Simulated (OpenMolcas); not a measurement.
# GeSiH3ClO (SMILES [SiH3][O][Ge][Cl]) at 6 levels

We compute a comparison of 6 runs (B3LYP/6-31G*, B3LYP/cc-pVDZ, PBE0/cc-pVDZ, r2SCAN/cc-pVDZ, revPBE/cc-pVDZ, MP2/cc-pVDZ) of GeSiH3ClO. 

The calculation is run with OpenMolcas 26.06.

1 further run of the same task is left out (set aside as unsound or not needed).

### Step 1. The system as given

GeSiH3ClO: 7 atoms, total charge 0, spin state singlet. As SMILES, `[SiH3][O][Ge][Cl]`. The shape is that of a PBE0-D4/def2-TZVP optimisation. This is one conformer, not always the lowest.

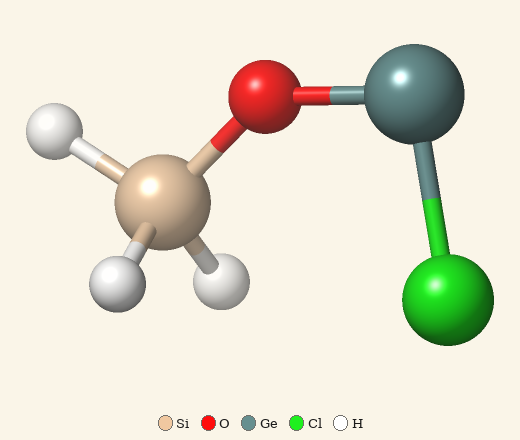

The structure, seen from a chosen angle (silicon light orange, oxygen red, germanium teal, chlorine green, hydrogen white).

### Step 2. Energy and forces at B3LYP/6-31G(d) (spherical functions) (run 1)

Contents of mol.input:

```
* ClGeH3OSi Kohn-Sham DFT

&gateway
 baslib=$CurrDir
 coord
 7
 angstrom
 Si       0.184400       0.664200      -0.614200
 O        0.434500      -0.959500      -0.413800
 Ge       0.076600      -2.215900       0.776900
 Cl      -0.991800      -0.995100       2.277600
 H        0.795900       1.045400      -1.911300
 H       -1.268900       0.965100      -0.643300
 H        0.830700       1.427800       0.482400
 basis=6-31Gs
 group=NoSym

&seward
 gridinput
 Grid=UltraFine
 End of Grid

&scf
 ksdft=B3LYP
 thresholds=1e-10 1e-07 1e-07 1e-05
 prorbitals=1 1

&alaska
```

The basis set 6-31G* is read from a file made from the Basis Set Exchange's data (not shown).

Launch:

```
$ export MOLCAS_MEM=1860
$ pymolcas mol.input > mol.log
```

Log:

```text
--- Start Module: gateway ---
[...]
--- Stop Module: gateway /rc=_RC_ALL_IS_WELL_ ---
[...]
      Basis functions           88
[...]
--- Start Module: scf ---
[...]
       Convergence after  15 Iterations
[...]
::    Total KS-DFT energy                           -2903.5798095472
[...]
      Total spin, S                                     0.0000000000
[...]
      Total electronic charge=   74.000000
      Total            charge=   -0.000000
[...]
      Dipole Moment (debye):
      Origin of the operator (angstrom)=   -0.1062   -1.2310    0.7132
                   X=  6.7761E-01               Y= -8.8189E-01               Z= -9.0633E-01           Total=  1.4347E+00
      Quadrupole Moment (debye*angstrom):
[...]
--- Stop Module: scf /rc=_RC_ALL_IS_WELL_ ---
[...]
--- Start Module: alaska ---
[...]
 *              Molecular gradients               *
 **************************************************
  Irreducible representation: a
 ------------------------------------------------------------------------------------------
                              X                       Y                       Z
 ------------------------------------------------------------------------------------------
  SI1               1.62068803782622E-03   -1.18106672932683E-02    1.86119721679212E-03
  O2               -4.75321733420841E-03    5.21900285261978E-03    6.75526005629123E-03
  GE3              -2.63521412804657E-03    1.40658956641033E-02   -8.62345712197093E-04
  CL4               5.70055805274805E-03   -4.89259648589879E-03   -8.67040483294090E-03
  H5               -3.40585057148068E-05   -6.83090304377298E-04    3.51132593283232E-04
  H6                2.77267019938243E-04   -8.98148696208967E-04    4.05334763390885E-04
  H7               -1.76023142521853E-04   -1.00039573695332E-03    1.59825915357459E-04
 ------------------------------------------------------------------------------------------
--- Stop Module: alaska /rc=_RC_ALL_IS_WELL_ ---
[...]
```

It took 44 s on 1 thread of Intel Xeon Platinum 8259CL at 2.50GHz (Skylake/Cascade Lake), shared host; peak memory 0.48 GiB.

### Step 3. Energy and forces at B3LYP/cc-pVDZ (run 2)

Contents of test.input:

```
* ClGeH3OSi Kohn-Sham DFT

&GATEWAY
  BASLIB=$CurrDir
  COORD
  7
  bohr
  Si     0.34846550     1.25515609    -1.16066979
  O      0.82108600    -1.81319222    -0.78196867
  Ge     0.14475302    -4.18744412     1.46812823
  Cl    -1.87423037    -1.88046647     4.30404022
  H      1.50403302     1.97551969    -3.61183354
  H     -2.39787348     1.82377468    -1.21566082
  H      1.56979549     2.69815096     0.91160388
  BASIS=cc-pVDZ
  GROUP=NoSym

&SEWARD
  GRIDINPUT
  Grid=UltraFine
  End of Grid

&SCF
  KSDFT=B3LYP
  THRESHOLDS=1e-10 1e-07 1e-07 1e-05
  PRORBITALS=1

&ALASKA
```

The basis set cc-pVDZ is read from a file made from the Basis Set Exchange's data (not shown).

Launch:

```
$ export MOLCAS_MEM=1860
$ pymolcas test.input > test.log
```

Log:

```text
--- Start Module: gateway ---
[...]
--- Stop Module: gateway /rc=_RC_ALL_IS_WELL_ ---
[...]
      Basis functions           92
[...]
--- Start Module: scf ---
[...]
       Convergence after  14 Iterations
[...]
::    Total KS-DFT energy                           -2903.8766912470
[...]
      Total spin, S                                     0.0000000000
[...]
      Total electronic charge=   74.000000
      Total            charge=   -0.000000
[...]
      Dipole Moment (debye):
      Origin of the operator (angstrom)=   -0.1062   -1.2310    0.7132
                   X=  6.4624E-01               Y= -1.0006E+00               Z= -7.9851E-01           Total=  1.4340E+00
      Quadrupole Moment (debye*angstrom):
[...]
--- Stop Module: scf /rc=_RC_ALL_IS_WELL_ ---
[...]
--- Start Module: alaska ---
[...]
 *              Molecular gradients               *
 **************************************************
  Irreducible representation: a
 ------------------------------------------------------------------------------------------
                              X                       Y                       Z
 ------------------------------------------------------------------------------------------
  SI1               3.34732718916275E-03   -2.51831185267477E-02    4.13504784928698E-03
  O2               -7.11264868380113E-03    1.69360516508159E-02    6.35202342463614E-03
  GE3              -2.58021671756126E-03    1.79678421381908E-02   -2.57786555273387E-03
  CL4               5.99660616973452E-03   -5.52210876216641E-03   -8.96546890422911E-03
  H5               -1.53780815454319E-03   -1.02280925321896E-03    3.29599354735688E-03
  H6                3.52488616159441E-03   -1.01810980614570E-03    2.65614155975147E-04
  H7               -1.63814596459710E-03   -2.15774744042374E-03   -2.50534451998297E-03
 ------------------------------------------------------------------------------------------
--- Stop Module: alaska /rc=_RC_ALL_IS_WELL_ ---
[...]
```

Run time: 46 s. Hardware: 1 thread of Intel Xeon Platinum 8259CL at 2.50GHz (Skylake/Cascade Lake), shared host; peak memory 0.51 GiB.

Runs 3 to 5 aren't shown in full; the table further down has their settings and results.

### Step 4. A single-point energy at MP2/cc-pVDZ (run 6)

Contents of job.inp:

```
* ClGeH3OSi MP2
>>> EXPORT MOLCAS_PRINT=2

&gateway
  baslib
  $CurrDir
  coord
  7
  angstrom
  Si       0.184400       0.664200      -0.614200
  O        0.434500      -0.959500      -0.413800
  Ge       0.076600      -2.215900       0.776900
  Cl      -0.991800      -0.995100       2.277600
  H        0.795900       1.045400      -1.911300
  H       -1.268900       0.965100      -0.643300
  H        0.830700       1.427800       0.482400
  basis
  cc-pVDZ
  group
  NoSym

&seward

&scf
  thresholds
  1e-10 1e-07 1e-07 1e-05
  prorbitals
  1 1

&mbpt2
  frozen
  20
```

The basis set cc-pVDZ is read from a file made from the Basis Set Exchange's data (not shown).

Launch:

```
$ export MOLCAS_MEM=1860
$ pymolcas job.inp > job.log
```

Log:

```text
--- Start Module: gateway ---
[...]
--- Stop Module: gateway /rc=_RC_ALL_IS_WELL_ ---
[...]
      Basis functions           92
[...]
--- Start Module: scf ---
[...]
       Convergence after  13 Iterations
[...]
::    Total SCF energy                              -2900.4881280689
[...]
      Total spin, S                                     0.0000000000
[...]
      Total electronic charge=   74.000000
      Total            charge=   -0.000000
[...]
      Dipole Moment (debye):
      Origin of the operator (angstrom)=   -0.1062   -1.2310    0.7132
                   X=  7.4022E-01               Y= -1.1860E+00               Z= -8.9790E-01           Total=  1.6615E+00
      Quadrupole Moment (debye*angstrom):
[...]
--- Stop Module: scf /rc=_RC_ALL_IS_WELL_ ---
[...]
--- Start Module: mbpt2 ---
[...]
WARNING!
Default frozen orbitals as non valence orbitals is overwritten by user input.
Default values:  22
[...]
       Reference weight ( Cref**2 )         =        0.84207
::    Total MBPT2 energy                            -2900.9983792559
[...]
      Total MBPT2 calculations                           0.44      0.51
--- Stop Module: mbpt2 /rc=_RC_ALL_IS_WELL_ ---
[...]
```

Run time: 11 s. Hardware: 1 thread of Intel Xeon Platinum 8259CL at 2.50GHz (Skylake/Cascade Lake), shared host; peak memory 0.51 GiB.

### Step 5. All runs side by side

```
run                               level      task  integration grid   energy (Eh)  dipole moment (D) of the reference  HOMO energy (eV)  LUMO energy (eV)  wall time
  1  B3LYP/6-31G* (spherical functions)  gradient         UltraFine  -2903.579810                                1.43             -7.90             -2.71       44 s
  2                       B3LYP/cc-pVDZ  gradient         UltraFine  -2903.876691                                1.43             -7.86             -2.67       46 s
  3                        PBE0/cc-pVDZ  gradient         UltraFine  -2903.174579                                1.44             -8.09             -2.49       46 s
  4                      r2SCAN/cc-pVDZ  gradient         UltraFine  -2903.686858                                1.37             -7.27             -3.21       63 s
  5                      revPBE/cc-pVDZ  gradient         UltraFine  -2903.459012                                1.32             -6.88             -3.14       49 s
  6                         MP2/cc-pVDZ    energy                 –  -2900.998379                                1.66            -10.57              0.54       11 s
```

### Step 6. Results

```
                                           quantity           value
                                run 6: total energy  -2900.99838 Eh
          run 6: dipole moment (mean-field density)          1.66 D
         run 6: HOMO energy (Hartree–Fock orbitals)       -10.57 eV
         run 6: LUMO energy (Hartree–Fock orbitals)         0.54 eV
       run 6: HOMO–LUMO gap (Hartree–Fock orbitals)        11.11 eV
run 6: correlation energy (20 core orbitals frozen)      -510.3 mEh
```

Over runs 1, 2, 3, 4, 5 the dipole moment (its size) runs from 1.32 D (revPBE/cc-pVDZ) to 1.44 D (PBE0/cc-pVDZ). Over runs 1, 2, 3, 4, 5 the HOMO–LUMO gap runs from 3.74 eV (revPBE/cc-pVDZ) to 5.59 eV (PBE0/cc-pVDZ). Totals of different functionals can't be ranked against each other. All runs together took 4.3 min, the longest 63 s.
